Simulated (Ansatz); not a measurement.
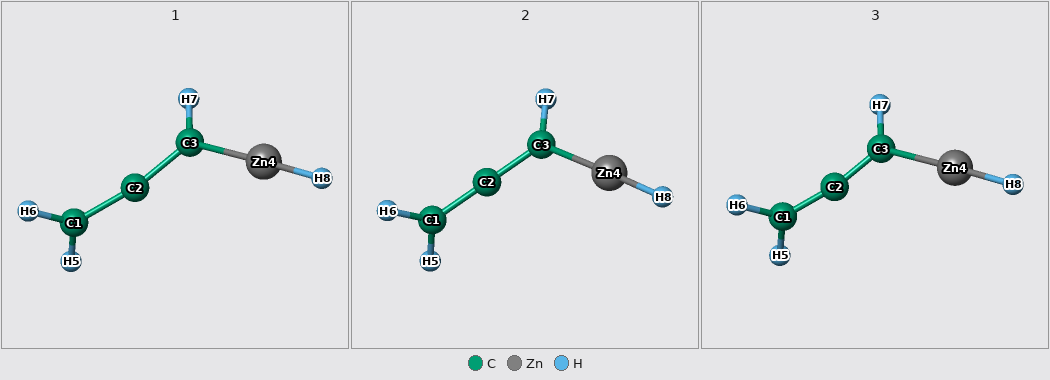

C3H4Zn, SMILES C=C=[CH][ZnH]. The first coordinate is: angle C1–C2–C3 (carried through 180); the second: change of the bonds C2–C1, C2–C3, all alike. Nothing is relaxed (all other coordinates rigid). Grid: 13 × 13 points. Points are written as (first, second). Energies: kcal/mol, counted from the lowest grid point. The calculation used Ansatz 0.2.0, RKS PBE0-D4/def2-TZVP.

The numbered pictures are structures from this grid.

Q: Rank them by energy, lowest first.

A: 2, at (180.0°, 0.009 Å): 0.0 kcal/mol; 1, at (193.3°, 0.100 Å): 15.4 kcal/mol; 3, at (193.3°, −0.113 Å): 28.3 kcal/mol.

The map, with the structures marked:

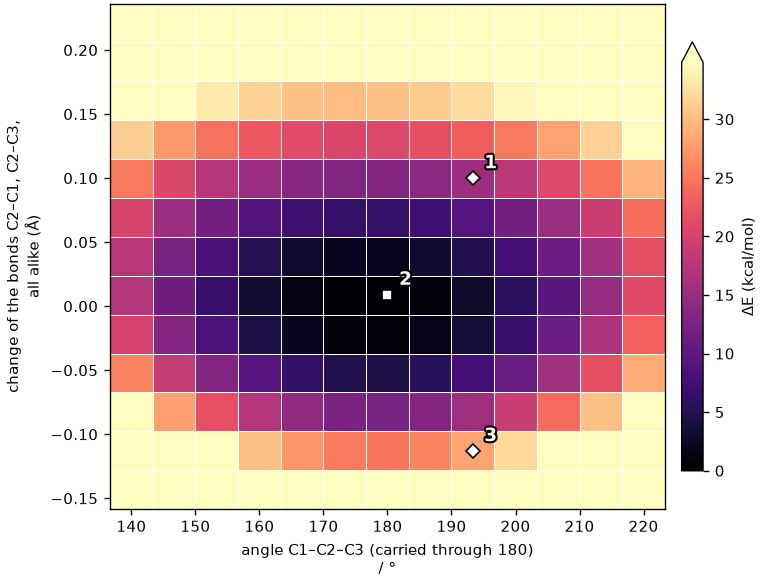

In the figure: one coloured cell a grid point, one colour for all values above the top of the scale.
